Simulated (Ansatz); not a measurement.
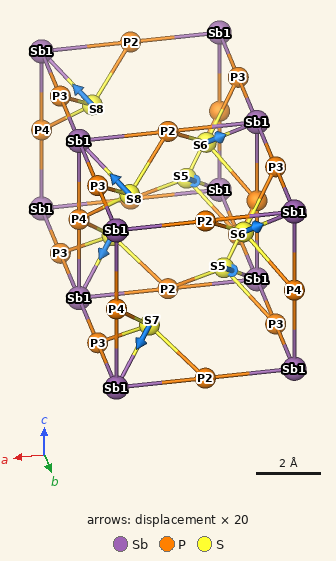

This is a relaxation of crystalline SbP3S4 (built on the VCu3S4 type) (coarse preliminary run). The starting structure is drawn; blue arrows show the displacements (the part carried along by the change of the cell is left out), magnified 20 times.

A ball-and-stick model of the cell of the calculation, repeated 1 × 2 × 1 with one cell outlined, seen from a free direction.

Case: VCu3S4 type (P-43m, No. 215).

All numbers below come from DFT PBE, scalar-relativistic, plane waves, PAW (Ansatz). Settings: plane-wave cutoff 420 eV; k-point mesh 4 × 4 × 4; occupations gaussian; smearing width 0.1 eV; no spin polarisation; cell and atoms relaxed; force threshold 0.04 eV/Å; at most 70 steps.

Question: Which element moves most?

Answer: Sulfur: up to 0.047 Å, against 0.000 Å for phosphorus.

Question: What did the optimiser do to the structure, and how much energy did it gain?

Answer: The largest moves relative to the cell, 0.047 Å, are those of S5, S6, S7 and S8. S6 goes along [−1 1 1]. P and Sb stay in place. The drawn cell changes as follows: a = b = c 5.731 → 6.301 Å (+10.0 %); the volume changes by +32.9 %. Some distances before and after: Sb1–P2 2.865 → 3.151 Å, P2–S5 2.436 → 2.666 Å, Sb1–S5 2.333 → 2.518 Å. The space group stays P-43m (No. 215). Over 3 accepted moves (4 points after the start) the energy falls by 2.537 eV per cell of the calculation. Largest force component: 1.3 eV/Å at the start, 0.036 eV/Å at the end. The pressure goes from 16.43 to 0.37 GPa. At 1 point the geometry stayed and the basis and grid were re-selected for the new cell (energy shift of 33.5 meV per cell of the calculation at most each time). The run took 34 s on 1 thread of Arm Neoverse V2, on a shared host, peak memory 0.44 GiB.
